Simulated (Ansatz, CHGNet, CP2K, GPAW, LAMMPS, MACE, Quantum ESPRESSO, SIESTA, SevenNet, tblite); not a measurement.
# Rapidly quenched Si57Al14Cu29 (at. %) (111 atoms): one structure in several programs, part 2 of 2

How near do other programs and methods come to a plane-wave reference for rapidly quenched Si57Al14Cu29 (at. %) (111 atoms)? A plane-wave run serves as the reference.

Reference: Ansatz 0.2.0; Kohn-Sham DFT, PBE, PAW, plane waves.

So far. Step 4 (The ladder): All use the same cell and atoms; the electronic-structure runs use the same k-mesh, and an electronic temperature of 580 K (0.05 eV) where levels are smeared.

In doubt: a PseudoDojo file used here is known to give poor structures and forces (SIESTA), which bears on pressures, cells, forces and phonons.

**4. The ladder (continued)**

Differences are against the plane-wave reference, forces as r.m.s. over components; share is that over the reference's r.m.s. force, slope the least-squares factor from reference forces to these. Total energies of different programs have different zeros and aren't compared.

| run | Δ force, r.m.s. (meV/Å) | share (%) | slope | Δ pressure (GPa) | cores | CPU time | memory (GiB) |
| --- | --- | --- | --- | --- | --- | --- | --- |
| reference | - | - | - | - | 4 | 3 min | 2.9 |
| CHGNet 0.3.0 potential | 223 | 32.9 | 0.984 | -2.92 | 1 | 3.5 s | 1.3 |
| CP2K PBE, DZVP-MOLOPT-SR, 800/50 Ry, diagonalisation | 38.3 | 5.67 | 1.025 | 0.613 | 4 | 12 min | 11 |
| CP2K PBE, SZV-MOLOPT-SR, 800/50 Ry, diagonalisation (coarse) | 336 | 49.7 | 1.268 | 12.9 | 2 | 6.7 min | 8.0 |
| GPAW PBE, LCAO dzp, h 0.2 Å | 74.2 | 11.0 | 1.082 | - | 2 | 8.9 min | 2.5 |
| GPAW PBE, LCAO dzp, h 0.22 Å (coarse) | 73.6 | 10.9 | 1.082 | - | 1 | 7.1 min | 1.8 |
| GPAW PBE, LCAO sz(dzp), h 0.2 Å (coarse) | 344 | 50.9 | 1.235 | - | 1 | 2 min | 1.6 |
| GPAW PBE, LCAO szp(dzp), h 0.2 Å (coarse) | 120 | 17.8 | 1.098 | - | 1 | 6.3 min | 2.1 |
| MACE MPA-0 medium potential | 157 | 23.2 | 0.960 | -0.458 | 1 | 7 s | 1.1 |
| QE PBE, sssp-1.3.0-efficiency, 60/480 Ry | 5.73 | 0.847 | 1.007 | -0.0094 | 4 | 36 min | 8.6 |
| SIESTA PBE, DZP, shift 0.01 Ry, mesh 500 Ry | 63.8 | 9.43 | 1.062 | 0.121 | 4 | 26 min | 5.1 |
| SIESTA PBE, SZ, shift 0.01 Ry, mesh 500 Ry (coarse) | 387 | 57.2 | 1.186 | 12.2 | 1 | 6 min | 2.0 |
| SevenNet 0 potential | 294 | 43.5 | 1.155 | -1.06 | 1 | 6.4 s | 0.96 |

Rows marked coarse were listed beforehand as settings not expected to be converged; some can still land near the reference.

Times of the machine-learned potentials are mostly Python's start and the loading of weights.

CPU time is summed over cores on a shared host, where runs went side by side, so it is rough. Symmetry, cutoffs, thresholds, outputs and thread counts weren't matched or tuned between programs; memory under MPI is the largest rank's times the ranks.

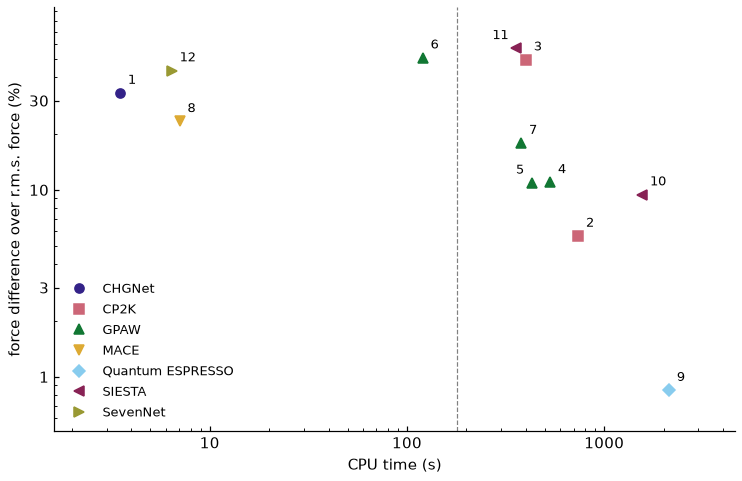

Force difference against CPU time; the dashed line marks the reference's time. Points: 1 CHGNet 0.3.0 potential; 2 CP2K PBE, DZVP-MOLOPT-SR, 800/50 Ry, diagonalisation; 3 CP2K PBE, SZV-MOLOPT-SR, 800/50 Ry, diagonalisation; 4 GPAW PBE, LCAO dzp, h 0.2 Å; 5 GPAW PBE, LCAO dzp, h 0.22 Å; 6 GPAW PBE, LCAO sz(dzp), h 0.2 Å; 7 GPAW PBE, LCAO szp(dzp), h 0.2 Å; 8 MACE MPA-0 medium potential; 9 QE PBE, sssp-1.3.0-efficiency, 60/480 Ry; 10 SIESTA PBE, DZP, shift 0.01 Ry, mesh 500 Ry; 11 SIESTA PBE, SZ, shift 0.01 Ry, mesh 500 Ry; 12 SevenNet 0 potential.

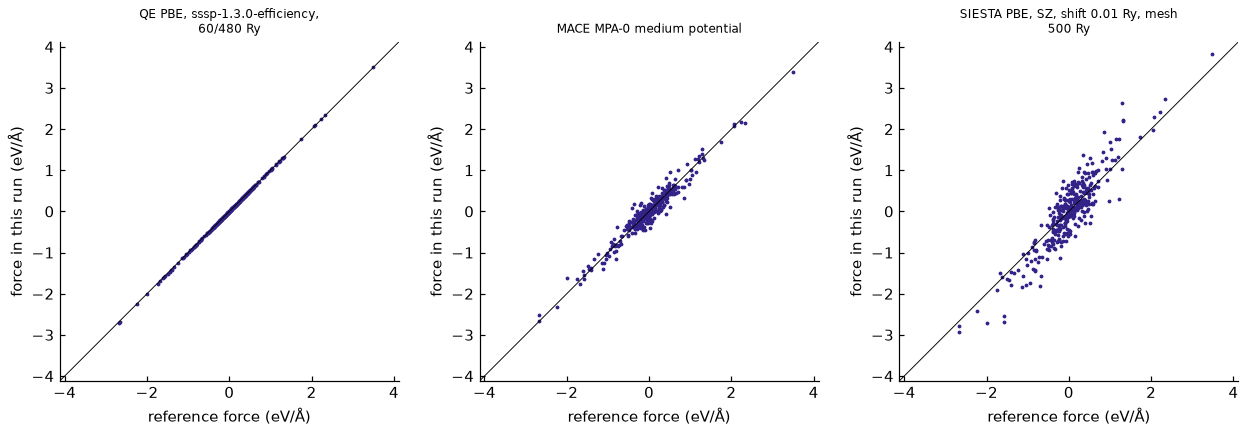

Force components against those of the reference; the line marks equality.

Runs without a result: tblite GFN1-xTB (not converged, the SCF not settling); CP2K GFN1-xTB, diagonalisation (not converged, the SCF not settling).

Mean charges by element (e), by run and scheme:

| run | scheme | Si | Al | Cu |
| --- | --- | --- | --- | --- |
| reference | Löwdin | -0.21 | +0.06 | +0.64 |
| CP2K PBE, DZVP-MOLOPT-SR, 800/50 Ry, diagonalisation | Mulliken | +0.08 | +0.60 | -0.45 |
| CP2K PBE, DZVP-MOLOPT-SR, 800/50 Ry, diagonalisation | Hirshfeld | -0.06 | +0.03 | +0.11 |
| SIESTA PBE, DZP, shift 0.01 Ry, mesh 500 Ry | Hirshfeld | -0.19 | -0.06 | +0.41 |

The reference's Löwdin charges lack the electrons that the projection spills, 0.076 e an atom on average.

Within one program, basis, potentials and functional, energies share a zero. Each run against its twin at the usual cutoff or grid and solver:

| run | twin | Δ energy (meV/atom) | Δ force, r.m.s. (meV/Å) | CPU time over the twin's |
| --- | --- | --- | --- | --- |
| GPAW PBE, LCAO dzp, h 0.22 Å | LCAO dzp, h 0.2 Å | 2.22 | 3.72 | 0.80 (this twin ran on 2 cores) |

**5. Outcome**

* reference r.m.s. force component: 0.676 eV/Å
* nearest in forces: QE PBE, sssp-1.3.0-efficiency, 60/480 Ry, 0.85 %
* farthest in forces: SIESTA PBE, SZ, shift 0.01 Ry, mesh 500 Ry (coarse), 57 %
* cheapest electronic-structure run beside the reference: GPAW PBE, LCAO sz(dzp), h 0.2 Å, 2 min of CPU time

**Reading.** PBE on plane waves or a grid with other potentials, cutoffs or grids, coarse settings apart, differs from the reference by 0.85 % (QE PBE, sssp-1.3.0-efficiency, 60/480 Ry) of the r.m.s. force; this holds the reference's own error, so differences of a few per cent don't tell which side is nearer the exact PBE result (QE's 60 Ry are 816 eV, against the reference's 420 eV). The PBE runs in local orbitals, coarse settings apart, differ by 5.7 % (CP2K PBE, DZVP-MOLOPT-SR, 800/50 Ry, diagonalisation) to 11 % (GPAW PBE, LCAO dzp, h 0.2 Å); basis, grid and potentials can all enter. Machine-learned potentials differ by 23 % (MACE MPA-0 medium potential) to 43 % (SevenNet 0 potential); they were trained on other programs' data. Runs with settings chosen to be coarse differ by 11 % (GPAW PBE, LCAO dzp, h 0.22 Å) to 57 % (SIESTA PBE, SZ, shift 0.01 Ry, mesh 500 Ry), their programs' other errors included. None of the electronic-structure runs in the table takes under half the reference's CPU time of 3 min; they take 0.67 to 12 times as much. In pressure, CP2K PBE, SZV-MOLOPT-SR, 800/50 Ry, diagonalisation misses by +12.9 GPa, at the same functional. Charges hang on scheme and program or settings: among these rows the mean for Cu runs from -0.45 to +0.64 e, even in sign. In the reference: counting bands leaves a spacing of only 0.044 eV (at Γ alone), which the smearing bridges: 8 levels are partly filled by over 2 %, so a gap, if any, is small at this level. In the reference: mean Löwdin charges: Al +0.06, Cu +0.64, Si -0.21 e (they miss 0.93 % of the electrons, so they add up to more than the cell's charge). The potentials hold different valence shells: 908 electrons in the reference, 652 in CP2K with SZV-MOLOPT-SR, 652 in Quantum ESPRESSO with SSSP and 652 in GPAW; this bears on time and differences. A potential file of the SIESTA runs is in doubt, which bears on their forces and pressure. Machine-learned potentials mimic data converged in k, so the reference's own k-point error enters their differences. The quench rate of 10 K/ps is many orders above laboratory rates, so the cell is likely richer in defects and strain than a real sample. The network of bonds at the start is that of the classical potential that made the cell, and needn't be the one that DFT or experiment would give. The reference's pressure of -1.9 GPa belongs to a cell and atoms that aren't relaxed at this level. The electronic-structure runs sample only Γ, in a cell whose shortest periodic width is 12 Å, which is coarse for a cell with partly filled levels.

[Hosts, paths, dates, database ids (printed as entryN), source tags and the programs' standing remarks are cut or masked in the printed files.]
